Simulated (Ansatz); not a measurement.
# CH2BF (SMILES B[C]F) at UBLYP/STO-3G

What is the vertical triplet–singlet gap of CH2BF at UBLYP/STO-3G? 

The results are computed with Ansatz 0.2.0.

70 further runs of the same task are left out: 5 that didn't finish, 65 set aside as unsound or not needed.

### Step 1. The structure to begin with

CH2BF: 5 atoms, total charge 0, spin state triplet. As SMILES, `B[C]F`. The coordinates come from a GFN2-xTB relaxation.

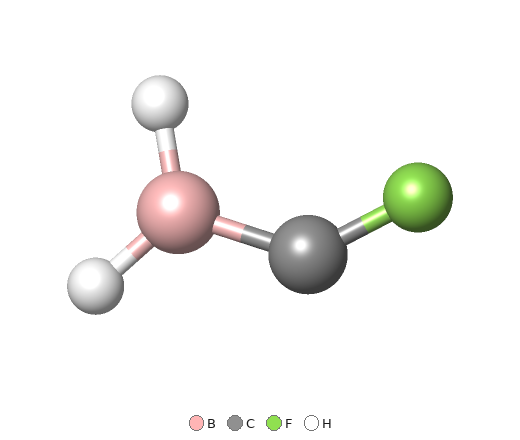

The structure, seen from a chosen angle (boron pink, carbon grey, fluorine green, hydrogen white).

### Step 2. A single-point energy at UBLYP/STO-3G

run.yaml reads:

```yaml
crystal:
  periodic: [false, false, false]
  atoms:
    - {symbol: B, position_ang: [-0.505570, -0.250120, -0.120900]}
    - {symbol: C, position_ang: [0.899880, 0.179790, -0.245440]}
    - {symbol: F, position_ang: [1.716060, 0.896670, 0.490070]}
    - {symbol: H, position_ang: [-0.994750, -0.904870, -0.953460]}
    - {symbol: H, position_ang: [-1.115610, 0.078530, 0.829720]}
basis:
  gaussian:
    orbitals: STO-3G
magnetization:
  spin_polarized: true
  initial_magnetization: 2
hamiltonian:
  xc: {name: BLYP}
accuracy: high
```

Command:

```sh
ansatz run run.yaml --threads 1 --pin off --max-ram 2610MiB --events-out events.jsonl --progress --plain --runs-dir runs
```

The program printed:

```text
Warning: RAYON_NUM_THREADS=1 ignored (pool sized by the plan → 1); use --threads N
Functional definition: BLYP
  name "BLYP"
  parameter beta = 0.0042
  parameter a = 0.04918
  parameter b = 0.132
  parameter c = 0.2533
  parameter d = 0.349
  exchange = b88_x(beta = beta)
  correlation = lyp_c(a = a, b = b, c = c, d = d)
293 factors; integrals over basis functions are off by at most 2.8e-8 eV
mean field evaluation 1: about -4392.3273 eV, gradient 2.6e1 eV
mean field evaluation 2: about -4389.4718 eV, gradient 2.8e1 eV
mean field evaluation 4: about -4396.6033 eV, gradient 9.6e-1 eV
mean field evaluation 8: about -4396.5438 eV, gradient 6.1e-2 eV
mean field evaluation 16: about -4396.5438 eV, gradient 8.6e-7 eV
mean field -4396.54384281 eV, -161.5700061388 hartree, gradient 2.7e-8 eV, S^2 2.001650; 0 other end points of the search recorded, 0 dependent functions left out
reference -4396.54387333 eV, -161.5700072606 hartree; 12, 10 occupied and 5, 7 virtual orbitals, 293 factors
Total energy: -4396.54387333 eV, -161.5700072606 hartree
```

It took 1.2 s on 1 thread of AMD EPYC 7R43 (Zen 3), shared host; peak memory 0.14 GiB.

### Step 3. The singlet at the same level

in.yaml reads:

```yaml
crystal:
  periodic: [false, false, false]
  atoms:
    - {symbol: B, position_ang: [-0.505570, -0.250120, -0.120900]}
    - {symbol: C, position_ang: [0.899880, 0.179790, -0.245440]}
    - {symbol: F, position_ang: [1.716060, 0.896670, 0.490070]}
    - {symbol: H, position_ang: [-0.994750, -0.904870, -0.953460]}
    - {symbol: H, position_ang: [-1.115610, 0.078530, 0.829720]}
basis:
  gaussian:
    orbitals: STO-3G
accuracy: high
hamiltonian:
  xc: {name: BLYP}
```

Command:

```sh
ansatz run in.yaml --threads 1 --pin off --max-ram 2610MiB --events-out events.jsonl --progress --plain --runs-dir runs
```

The program printed (excerpt; [...] marks lines left out):

```text
Warning: RAYON_NUM_THREADS=1 ignored (pool sized by the plan → 1); use --threads N
[... 9 set-up lines as earlier in the session ...]
293 factors; integrals over basis functions are off by at most 2.8e-8 eV
mean field evaluation 1: about -4390.6977 eV, gradient 4.0e1 eV
mean field evaluation 2: about -4349.9538 eV, gradient 8.2e1 eV
mean field evaluation 4: about -4395.7154 eV, gradient 9.6e0 eV
mean field evaluation 8: about -4396.1057 eV, gradient 9.4e-1 eV
mean field evaluation 16: about -4396.0425 eV, gradient 1.4e-2 eV
mean field -4396.04254844 eV, -161.5515839106 hartree, gradient 8.0e-9 eV, S^2 0.000000; 0 other end points of the search recorded, 0 dependent functions left out
reference -4396.04257912 eV, -161.5515850381 hartree; 11, 11 occupied and 6, 6 virtual orbitals, 293 factors
Total energy: -4396.04257912 eV, -161.5515850381 hartree
```

Run time: 0.86 s. Hardware: 1 thread of AMD EPYC 7R43 (Zen 3), shared host; peak memory 0.11 GiB.

### Step 4. Results

Level: UBLYP/STO-3G.

```
                                        quantity          value
                           triplet: total energy  -161.57001 Eh
                                   triplet: ⟨S²⟩          2.002
                           singlet: total energy  -161.55159 Eh
vertical energy of the singlet above the triplet       0.501 eV
```

At this shape the singlet lies 0.50 eV (11.6 kcal/mol) above the triplet. In a minimal basis such a difference can be off by several eV, whatever the method.
